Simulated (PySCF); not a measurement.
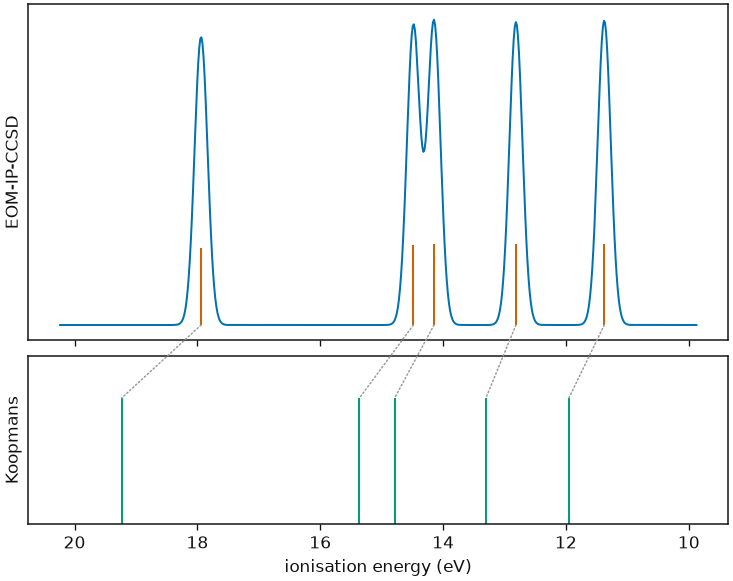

Valence photoelectron lines of BH₂Cl, SMILES BCl: vertical EOM-IP-CCSD/aug-cc-pVDZ (frozen core, PySCF 2.14.0, at a PBE0-D3(BJ)/def2-SVP geometry (no frequency check); 5 lines, one for each of the 5 highest orbitals, so a line of a deeper orbital can be missing among them) above, Hartree-Fock orbital energies with the sign turned below, non-relativistic; dotted lines join each line to its leading orbital. Stick heights are one-hole weights (summed over degenerate lines), not cross-sections; Gaussian width 0.25 eV.

Q: Do correlation and relaxation change the order of the lines?

A: Not among these holes, which come in the order of the orbitals, HOMO, HOMO−1, HOMO−2, HOMO−3, HOMO−4.

Q: List the lines.

A:
```
  hole  EOM-IP-CCSD (eV)  Koopmans (eV)  one-hole weight
  HOMO             11.38          11.95             0.96
HOMO-1             12.81          13.30             0.96
HOMO-2             14.15          14.79             0.96
HOMO-3             14.48          15.36             0.94
HOMO-4             17.94          19.23             0.91
```

Known limits of this run: small basis, so the lines can lie some tenths of an eV too low.
